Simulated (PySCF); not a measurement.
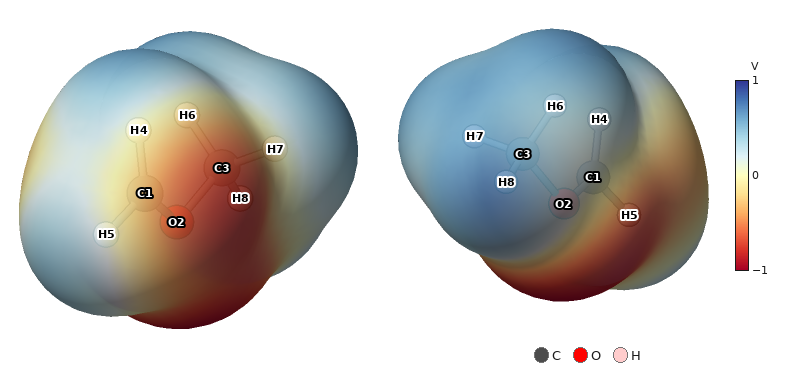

C2H5O, doublet, SMILES `[CH2]OC`. Electrostatic potential on the surface of electron density 0.001 a.u. (back view left, front view right).

Method: LDA (SVWN)/def2-TZVP; geometry: GFN2-xTB; program: PySCF. No frequency check shows the geometry to be a minimum. The stability of the open-shell solution wasn't checked. GFN2-xTB doesn't know the spin state, so this open-shell geometry is rough.

Geometry (Å), atoms numbered from 1:

```
C1      -1.2085    0.2198    0.0616
O2      -0.0797   -0.5367   -0.0253
C3       1.1317    0.1691    0.0062
H4      -1.1610    1.2680   -0.1753
H5      -2.1120   -0.3404   -0.0699
H6       1.1785    0.9143   -0.7964
H7       1.2663    0.6806    0.9664
H8       1.9268   -0.5624   -0.1290
```

Question: Where are the extremes of the potential on the surface?

Answer: Highest: 0.74 V, 1.3 Å from H8. Further maxima include 0.62 V, near H6 (1.78 Å), H8 (1.81 Å), H7 (1.82 Å) and C3 (1.85 Å); 0.62 V, 1.4 Å from H4. Lowest: −0.98 V, 1.8 Å from O2. Further minima include −0.78 V, off the C1–H5 bond (2.1 to 2.3 Å from its atoms). The surface is sampled at points, so like sites can differ by a few per cent and only the strongest of them is named.

Question: What volume does the surface enclose, and what is the dipole moment?

Answer: About 76 Å³; the dipole moment is 1.4 D.
